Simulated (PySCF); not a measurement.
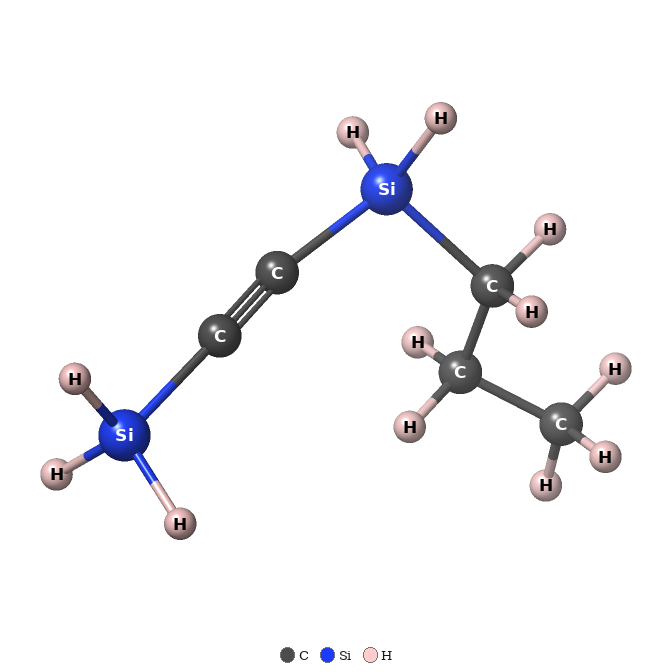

Geometry: a frame of a GFN2-xTB molecular-dynamics simulation, not a minimum. Level of theory: PBE0/pcSseg-1, gas phase (PySCF 2.14.0).

What does the calculation give?

The species is C₅H₁₂Si₂ (`CCC[SiH2]C#C[SiH3]`).
- dipole moment: 0.54 D
- HOMO energy (Kohn–Sham orbital): −7.58 eV
- LUMO energy (Kohn–Sham orbital): −0.63 eV
- HOMO–LUMO gap: 6.94 eV
